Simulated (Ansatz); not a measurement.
**HOF (hypofluorous acid) at CCSDTQ/STO-3G**

Aim: the energy change on altering one bond length of HOF (hypofluorous acid) at CCSDTQ/STO-3G, from 2 runs. 

The results are computed with Ansatz 0.2.0.

41 further runs of the same task are left out: 1 that didn't finish, 40 set aside as unsound or not needed.

### Step 1. The system as given

The species is HOF (3 atoms), meant as a singlet with charge 0. SMILES: `OF`. The shape is that of a GFN2-xTB optimisation.

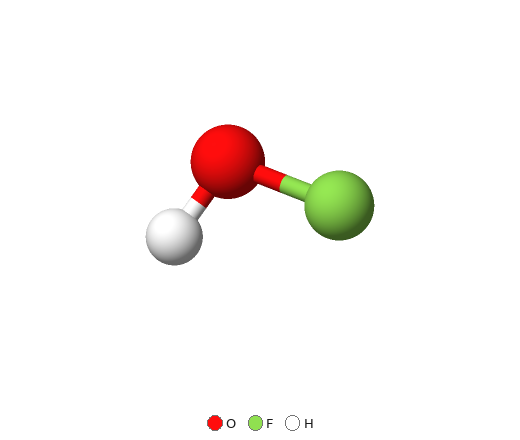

Viewed from a chosen angle; oxygen red, fluorine green, hydrogen white.

### Step 2. The energy at CCSDTQ/STO-3G

File molecule.yaml:

```yaml
crystal:
  periodic: [false, false, false]
  atoms:
    - {symbol: O, position_ang: [0.414430, -0.197140, 0.208800]}
    - {symbol: F, position_ang: [-0.212000, 1.020440, -0.004820]}
    - {symbol: H, position_ang: [-0.202430, -0.823300, -0.203980]}
basis:
  gaussian:
    orbitals: STO-3G
scf:
  omitted_lower_state_checks: [cluster_reference, increment]
correlation:
  method: ccsdtq
  frozen_orbitals: {F: 1, H: 0, O: 1}
total_charge: 0
accuracy: high
```

Launch:

```console
$ ansatz run molecule.yaml --threads 1 --pin off --max-ram 2610MiB --events-out events.jsonl --progress --plain --runs-dir runs
```

Output:

```text
Warning: RAYON_NUM_THREADS=1 ignored (pool sized by the plan → 1); use --threads N
Functional definition: HF
  name "HF"
  exchange = exact_x
  correlation = 0
these checks for a lower state are left out or cut short: cluster_reference, increment
168 factors; integrals over basis functions are off by at most 3.5e-8 eV
mean field evaluation 1: about -4689.8148 eV, gradient 1.0e1 eV
mean field evaluation 2: about -4689.9306 eV, gradient 1.0e1 eV
mean field evaluation 4: about -4690.4618 eV, gradient 4.3e-1 eV
mean field evaluation 8: about -4690.4622 eV, gradient 1.1e-6 eV
mean field -4690.46218421 eV, -172.3713059604 hartree, gradient 2.4e-8 eV, S^2 0.000000; 0 other end points of the search recorded, 0 dependent functions left out
2 core orbitals not correlated: weight in the atoms' cores, before any rotation towards them, 1.000 or more for the frozen orbitals, at most 0.000 for the correlated occupied ones
reference -4690.46218421 eV, -172.3713059604 hartree; 7, 7 occupied and 2, 2 virtual orbitals, 168 factors
second order -1.61460896 eV of doubles, -0.00000000 eV of singles
cycle   1  -2.05155652 eV  change   -4.4e-1 eV  update   5.3e-2
cycle   2  -2.31122479 eV  change   -2.6e-1 eV  update   2.3e-2
cycle   3  -2.32019956 eV  change   -9.0e-3 eV  update   4.3e-3
cycle   4  -2.32126697 eV  change   -1.1e-3 eV  update   1.9e-3
cycle   5  -2.32142305 eV  change   -1.6e-4 eV  update   9.3e-4
cycle   6  -2.32135874 eV  change    6.4e-5 eV  update   3.5e-4
cycle   7  -2.32135858 eV  change    1.6e-7 eV  update   1.6e-4
cycle   8  -2.32142201 eV  change   -6.3e-5 eV  update   7.4e-5
cycle   9  -2.32144929 eV  change   -2.7e-5 eV  update   3.7e-5
cycle  10  -2.32142336 eV  change    2.6e-5 eV  update   9.5e-6
cycle  11  -2.32142375 eV  change   -3.8e-7 eV  update   3.9e-6
cycle  12  -2.32142225 eV  change    1.5e-6 eV  update   1.8e-6
cycle  13  -2.32142460 eV  change   -2.4e-6 eV  update   6.8e-7
cycle  14  -2.32142506 eV  change   -4.6e-7 eV  update   1.9e-7
cycle  15  -2.32142514 eV  change   -8.0e-8 eV  update   1.2e-7
cycle  16  -2.32142509 eV  change    5.5e-8 eV  update   6.9e-8
cycle  17  -2.32142507 eV  change    2.0e-8 eV  update   2.2e-8
cycle  18  -2.32142507 eV  change   -2.3e-9 eV  update   1.5e-8
cycle  19  -2.32142499 eV  change    7.8e-8 eV  update   2.5e-8
cycle  20  -2.32142498 eV  change    1.3e-8 eV  update   9.9e-9
cycle  21  -2.32142498 eV  change    4.9e-9 eV  update   6.6e-9
cycle  22  -2.32142498 eV  change   5.4e-10 eV  update   2.1e-9
cycle  23  -2.32142498 eV  change   -1.5e-9 eV  update   1.7e-9
Total energy: -4692.78360919 eV, -172.4566167548 hartree
Checks for a lower state left out: cluster_reference, increment
```

It took 1.6 s on 1 thread of Arm Neoverse V2, shared host; peak memory 0.09 GiB.

### Step 3. The distorted shape at the same level

File run.yaml:

```yaml
crystal:
  periodic: [false, false, false]
  atoms:
    - {symbol: O, position_ang: [0.568620, -0.040625, 0.311978]}
    - {symbol: F, position_ang: [-0.057810, 1.176955, 0.098358]}
    - {symbol: H, position_ang: [-0.202430, -0.823300, -0.203980]}
basis:
  gaussian: {orbitals: STO-3G}
total_charge: 0
correlation: {method: ccsdtq, frozen_orbitals: {F: 1, H: 0, O: 1}}
accuracy: high
scf: {omitted_lower_state_checks: [cluster_reference, increment]}
```

Launch:

```console
$ ansatz run run.yaml --threads 1 --pin off --max-ram 2610MiB --events-out events.jsonl --progress --plain --runs-dir runs
```

Output:

```text
Warning: RAYON_NUM_THREADS=1 ignored (pool sized by the plan → 1); use --threads N
Functional definition: HF
  name "HF"
  exchange = exact_x
  correlation = 0
these checks for a lower state are left out or cut short: cluster_reference, increment
168 factors; integrals over basis functions are off by at most 3.5e-8 eV
mean field evaluation 1: about -4688.8839 eV, gradient 1.0e1 eV
mean field evaluation 2: about -4688.9940 eV, gradient 1.0e1 eV
mean field evaluation 4: about -4689.6118 eV, gradient 3.8e-1 eV
mean field evaluation 8: about -4689.6120 eV, gradient 1.2e-6 eV
mean field -4689.61196404 eV, -172.3400609453 hartree, gradient 2.9e-8 eV, S^2 0.000000; 0 other end points of the search recorded, 0 dependent functions left out
2 core orbitals not correlated: weight in the atoms' cores, before any rotation towards them, 1.000 or more for the frozen orbitals, at most 0.000 for the correlated occupied ones
reference -4689.61196404 eV, -172.3400609453 hartree; 7, 7 occupied and 2, 2 virtual orbitals, 168 factors
second order -1.98196841 eV of doubles, -0.00000000 eV of singles
cycle   1  -2.51713848 eV  change   -5.4e-1 eV  update   6.6e-2
cycle   2  -2.88669963 eV  change   -3.7e-1 eV  update   3.1e-2
cycle   3  -2.90426060 eV  change   -1.8e-2 eV  update   8.2e-3
cycle   4  -2.90775435 eV  change   -3.5e-3 eV  update   4.4e-3
cycle   5  -2.90853249 eV  change   -7.8e-4 eV  update   2.0e-3
cycle   6  -2.90900574 eV  change   -4.7e-4 eV  update   8.1e-4
cycle   7  -2.90898709 eV  change    1.9e-5 eV  update   3.5e-4
cycle   8  -2.90901403 eV  change   -2.7e-5 eV  update   2.1e-4
cycle   9  -2.90917028 eV  change   -1.6e-4 eV  update   6.9e-5
cycle  10  -2.90912917 eV  change    4.1e-5 eV  update   2.8e-5
cycle  11  -2.90912550 eV  change    3.7e-6 eV  update   1.5e-5
cycle  12  -2.90910953 eV  change    1.6e-5 eV  update   6.2e-6
cycle  13  -2.90911282 eV  change   -3.3e-6 eV  update   2.9e-6
cycle  14  -2.90911607 eV  change   -3.3e-6 eV  update   1.5e-6
cycle  15  -2.90911652 eV  change   -4.4e-7 eV  update   7.5e-7
cycle  16  -2.90911629 eV  change    2.3e-7 eV  update   2.0e-7
cycle  17  -2.90911632 eV  change   -3.7e-8 eV  update   1.0e-7
cycle  18  -2.90911614 eV  change    1.9e-7 eV  update   5.1e-8
cycle  19  -2.90911618 eV  change   -4.7e-8 eV  update   2.4e-8
cycle  20  -2.90911597 eV  change    2.2e-7 eV  update   3.6e-8
cycle  21  -2.90911591 eV  change    5.8e-8 eV  update   1.6e-8
cycle  22  -2.90911589 eV  change    2.1e-8 eV  update   8.0e-9
cycle  23  -2.90911589 eV  change   1.1e-12 eV  update   3.8e-9
cycle  24  -2.90911589 eV  change   -4.2e-9 eV  update   2.3e-9
cycle  25  -2.90911589 eV  change   -3.3e-9 eV  update  9.4e-10
cycle  26  -2.90911589 eV  change  -2.4e-10 eV  update  4.3e-10
Total energy: -4692.52107993 eV, -172.4469689826 hartree
Checks for a lower state left out: cluster_reference, increment
```

It took 1.6 s on 1 thread of Arm Neoverse V2, shared host; peak memory 0.09 GiB.

### Step 4. Summary of results

At CCSDTQ/STO-3G, 2 core orbitals frozen:

```
                                                         quantity          value
                                        first shape: total energy  -172.45662 Eh
         first shape: correlation energy (2 core orbitals frozen)      -85.3 mEh
                                       first shape: T1 diagnostic          0.007
                                    distorted shape: total energy  -172.44697 Eh
     distorted shape: correlation energy (2 core orbitals frozen)     -106.9 mEh
                                   distorted shape: T1 diagnostic          0.011
energy change with the O1–H3 bond stretched from 0.971 to 1.214 Å       0.263 eV
```

**Reading.** With the O1–H3 bond stretched from 0.971 to 1.214 Å the energy rises by 0.26 eV (6.1 kcal/mol). The first shape isn't relaxed at this level, so the change isn't measured from a minimum. The minimal basis adds a large error of its own.
